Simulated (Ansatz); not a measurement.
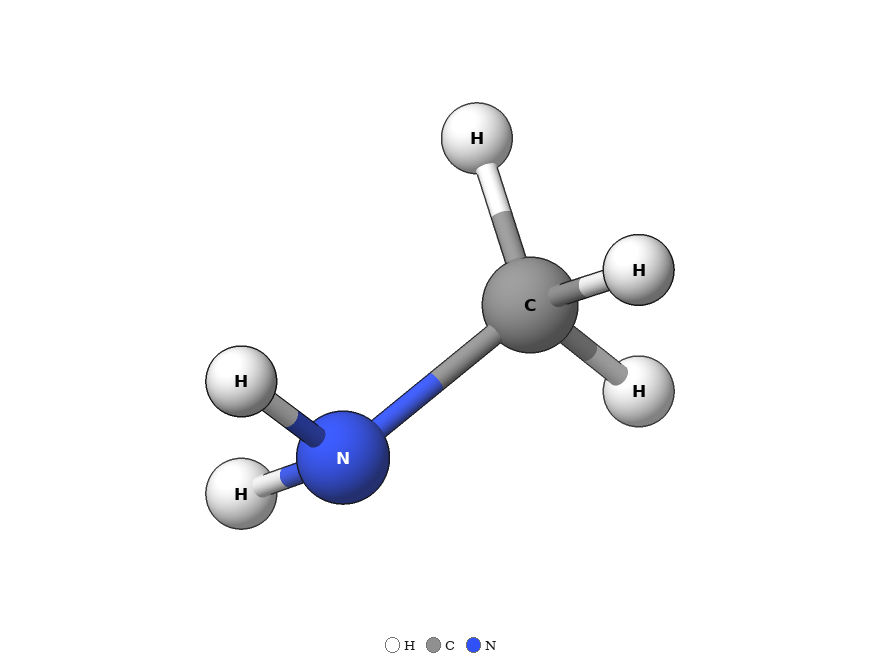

The picture shows a molecular structure as a ball-and-stick model.

The computed structure is the end point of a PBE0-D4/def2-TZVP optimisation.

Identify the structure.

The molecule is CH5N. This geometry has Cs symmetry. Coordination: 1 C tetrahedral; 1 N trigonal pyramidal.

The parts below concern this one geometry. Atoms keep their numbers from picture to picture.

Shape

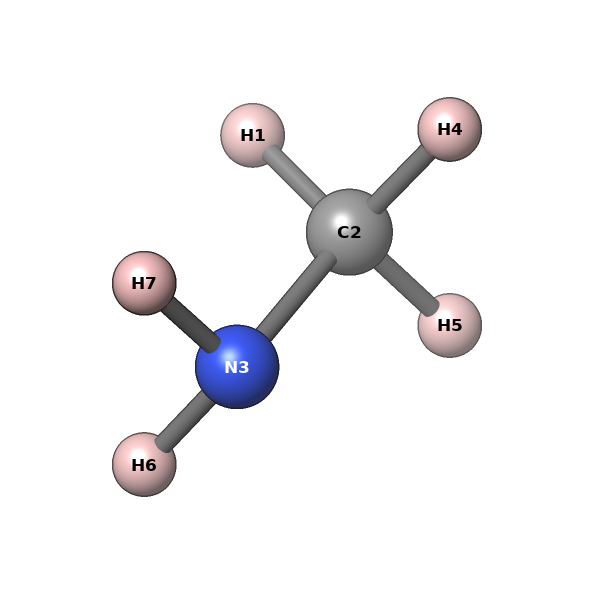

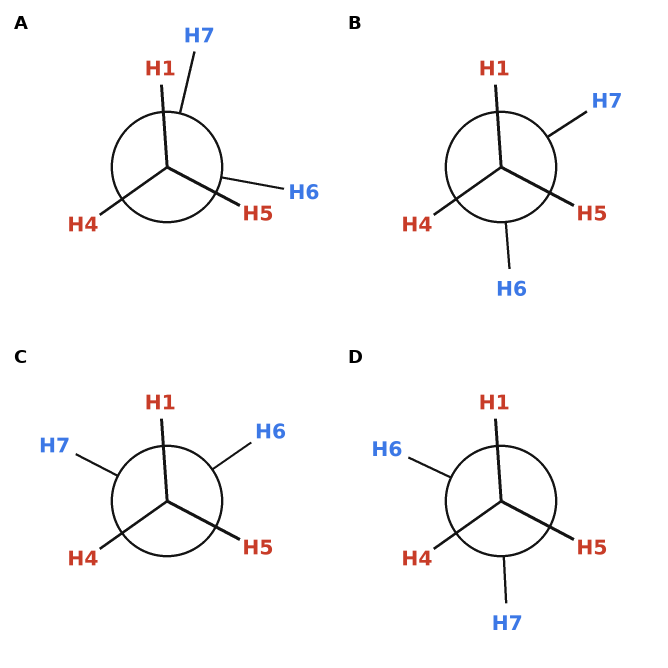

Depth is shown by fading: the farther an atom, the more it takes the colour of the background. Bonds that would overlap in a projection are set slightly apart.

Question: Which Newman projection shows the view along C2–N3, with C2 in front?

Answer: C. The torsion angle H1–C2–N3–H6 is 59°, synclinal (gauche).

Charges

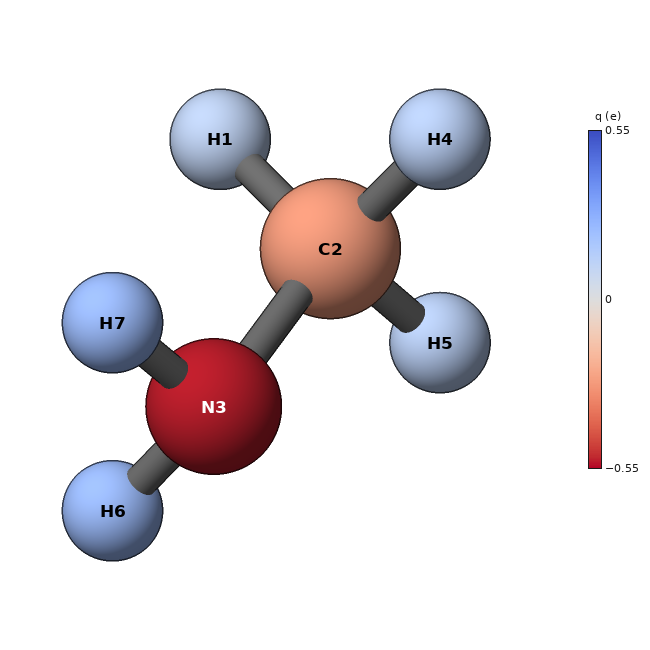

Atoms are coloured by their Mulliken charges. Method: RKS PBE0-D4/def2-TZVP (Ansatz 0.2.0).

Give the Mulliken charges atom by atom.

```tsv
atom	value (e)
H1	0.10
C2	−0.27
N3	−0.52
H4	0.12
H5	0.12
H6	0.22
H7	0.22
```

Vibrations

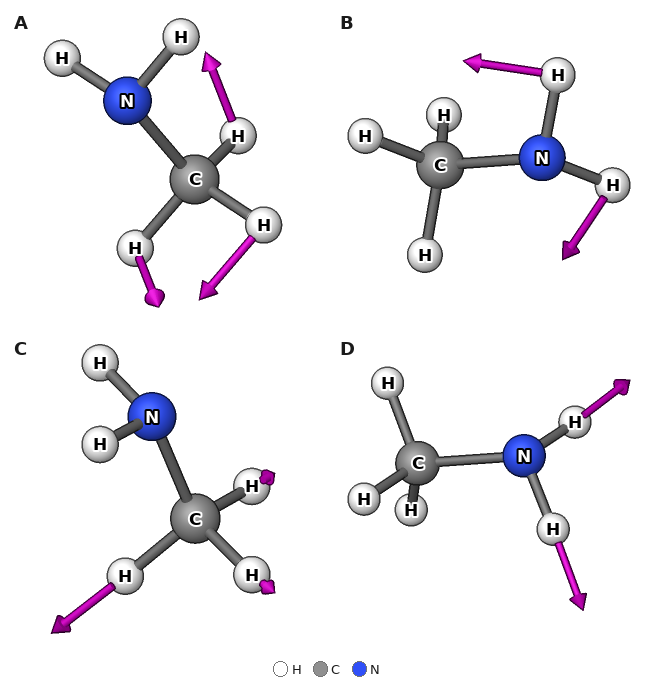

4 normal modes of one molecule or complex, as arrows. Harmonic vibrations computed with RKS PBE0-D4/def2-TZVP (Ansatz 0.2.0) at a stationary point of the same level.

Question: Match the panels to the wavenumbers 1490 cm⁻¹, 1664 cm⁻¹, 2987 cm⁻¹, 3532 cm⁻¹.

Answer: A: 1490 cm⁻¹, H–C–H bending
B: 1664 cm⁻¹, H–N–H bending
C: 2987 cm⁻¹, C–H stretching
D: 3532 cm⁻¹, in-phase stretching of 2 N–H bonds

Dipole moment

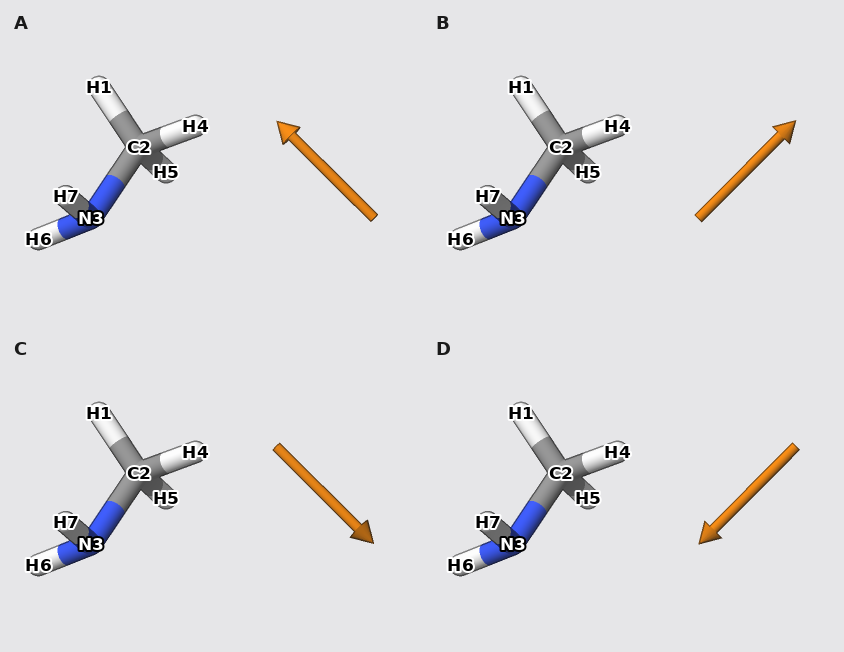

The same molecule four times, each with an arrow. Method: RKS PBE0-D4/def2-TZVP (Ansatz 0.2.0).

Question: Which arrow points along the dipole moment, from the negative to the positive end?

Answer: A. The dipole moment is 1.35 D; it points from the side of N3, H4, H5 to the side of H1 (the outermost atoms at the two ends).

Thermal motion

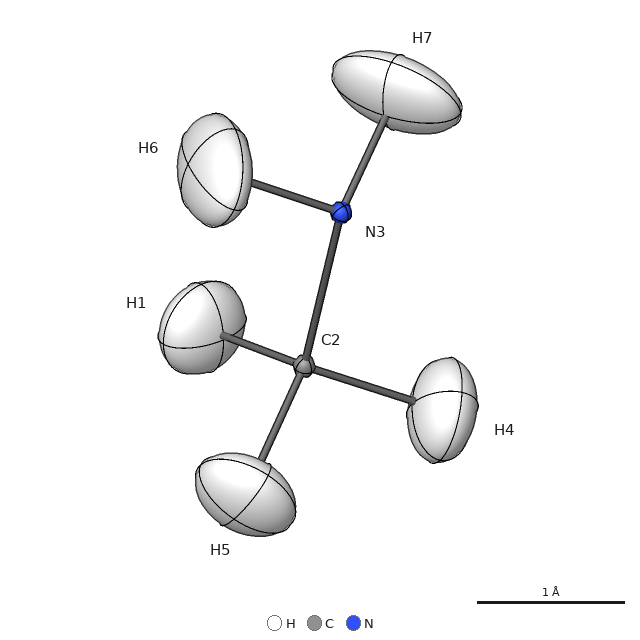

Displacement ellipsoids at the 50 % level, enlarged 2 times, from the internal vibrations of the free molecule (harmonic, no overall translation or rotation; no half-axis is drawn under 0.075 Å). Vibrations computed with RKS PBE0-D4/def2-TZVP (Ansatz 0.2.0). Temperature: 100 K.

Question: Which atom moves most?

Answer: H6, H7, with U_eq = 0.0137 Å².

Question: Does H7 move more along its bond or across it?

Answer: Across it: the root-mean-square amplitude is 0.068 Å along the bond and up to 0.156 Å across, since bending and torsion are softer than stretching.

List U_eq and the three principal root-mean-square amplitudes for each kind of atom.

```csv
atom,U_eq (Å²),rms amplitudes (Å)
H1,0.0098,"0.073, 0.109, 0.111"
C2,0.00044,"0.017, 0.017, 0.027"
N3,0.00035,"0.015, 0.015, 0.025"
"H4, H5",0.0104,"0.072, 0.108, 0.120"
"H6, H7",0.0137,"0.067, 0.112, 0.156"
```

Mulliken values depend strongly on the basis set and can even reverse the polarity of a bond.
